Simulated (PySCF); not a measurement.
In(Cl)(Br)(Et), SMILES [CH2](C)[In]([Cl])[Br] at its PBE0/def2-SVP optimised geometry (Å):

```
10

In    -0.2643     0.8466     0.0000
Cl     2.0914     0.8466     0.0000
Br    -1.2050     3.1484     0.0000
C     -1.4017    -0.9906     0.0045
C     -0.5562    -2.2520    -0.0546
H     -2.0914    -0.9060    -0.8502
H     -2.0201    -0.9421     0.9151
H      0.1336    -2.3321     0.7989
H      0.0529    -2.3025    -0.9696
H     -1.1988    -3.1484    -0.0406
```

Method: PBE0/def2-TZVP, def2 effective core potentials past Kr (PySCF). The core electrons that the potentials of In replace are not part of the density. Cells within 0.4 Å of a nucleus heavier than hydrogen are left out (blank, or x).

Map of the electron localisation function on the plane z = 0.0 Å:

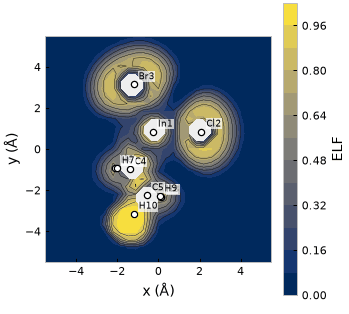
Fig. 1. Electron localisation function on the plane z = 0.0 Å.
